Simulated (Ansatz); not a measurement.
## Electronic structure of H2NNaS (SMILES N[S][Na]) in real space

```xyz
5

N    -1.8609    0.9440   -0.1486
Na    1.2931    1.6855    1.1128
S    -0.2086    0.3459   -0.4031
H    -2.1474    0.8250    0.8226
H    -1.9297    1.9358   -0.3745
```

Geometry: B3LYP-D3(BJ)/def2-SVP.

These are results of Ansatz, isolated molecule in a Gaussian basis; Kohn-Sham density functional theory, functional PBE0, not measurements.

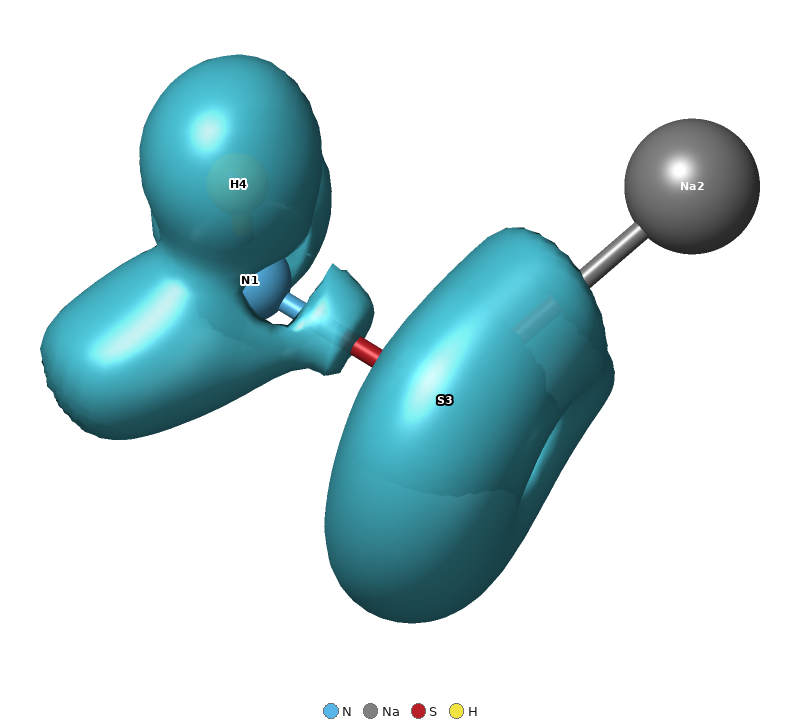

Figure 1. Isosurface of the electron localisation function at 0.75 (cyan), seen at a tilt. Only the valence region is drawn (cores and ρ < 0.01 e/Å³ removed).

Question: Identify the bonds, lone pairs and shells in this picture.

Answer: At this value the surface marks out one region wrapped around S (its valence shell) and one joined region spread over several atoms (H, N), in which their bonds and any lone pairs are merged. Profiles from the grid: S–N (1.78 Å): the ELF peaks at about 0.85 between the atoms; a shared electron pair. Na–S (2.52 Å): the ELF peaks at about 0.90 in the valence shell of S, 0.9 Å from its nucleus, and falls to about 0.15 next to Na (a largely ionic contact).

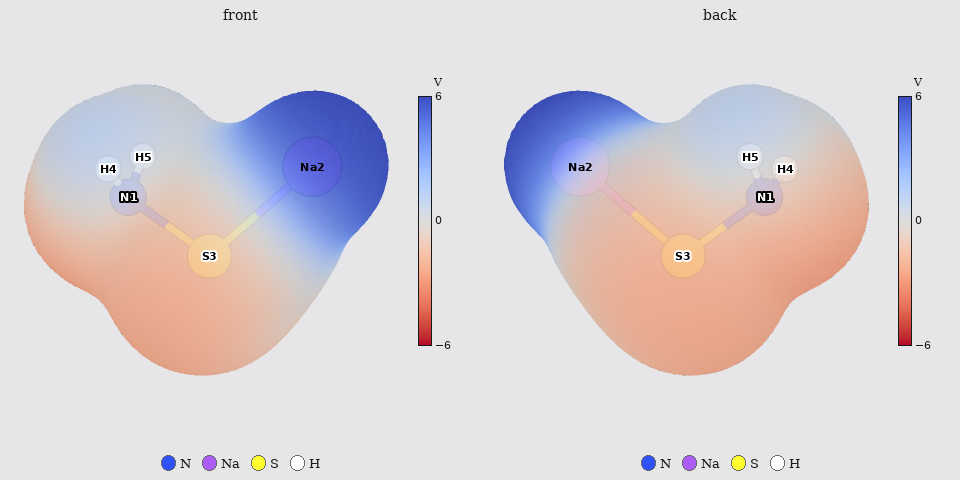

Figure 2. The electrostatic potential painted on the density surface at 0.002 e/bohr³, seen from the front and from behind; the colour scale runs from red (negative) to blue (positive).

Question: Describe the electrostatic potential map.

Answer: The most negative region (about −2.6 V) lies over N1, the most positive (about +5.9 V) over Na2. N1 is the likeliest acceptor of a hydrogen bond.

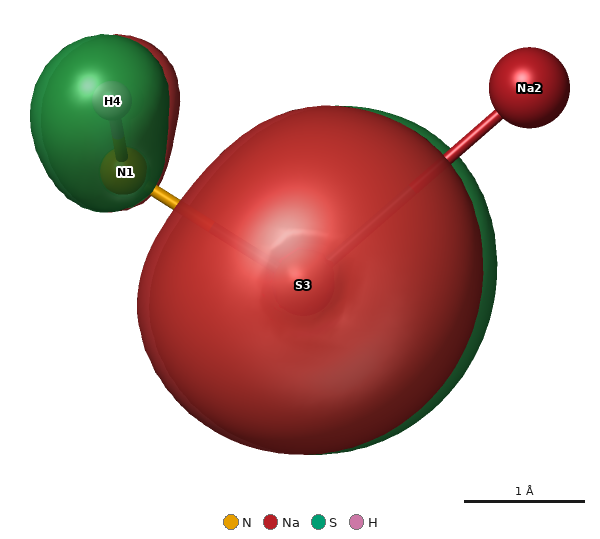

Figure 3. The HOMO−1 at ±0.08 Å⁻³ᐟ² (green and red are the two phases), seen across its widest extent.

Question: Describe this orbital and give its energy.

Answer: It lies mainly on S3 (about 85 %); largely a lone pair of S3. Its energy is −5.12 eV.

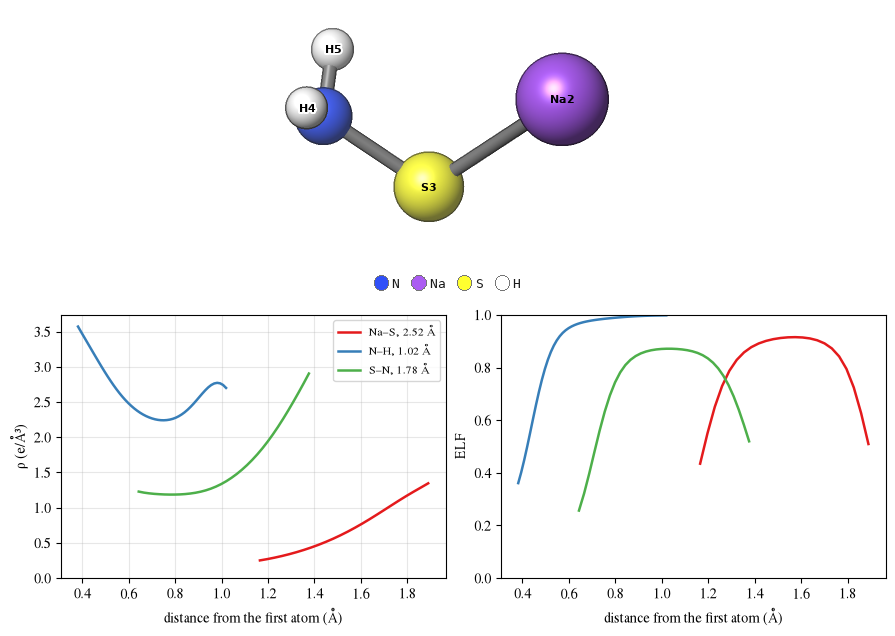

Figure 4. Total electron density and electron localisation function along straight lines between neighbouring atoms. The curves leave out the atomic cores. The structure is drawn too.

Question: What can be read from the curves?

Answer: Na–S (2.52 Å): ρ at the midpoint is about 0.31 e/Å³; the ELF peaks at about 0.90 in the valence shell of S, 0.9 Å from its nucleus, and falls to about 0.15 next to Na; an ionic contact with no shared pair.
N–H (1.02 Å): ρ at the midpoint is about 2.9 e/Å³; the ELF climbs to about 1 towards the hydrogen, as it does in any bond to H (an ordinary covalent bond to hydrogen).
S–N (1.78 Å): the density is about 1.2 e/Å³ at the midpoint; the ELF peaks at about 0.85 between the atoms, as expected for localised, covalent bonding.
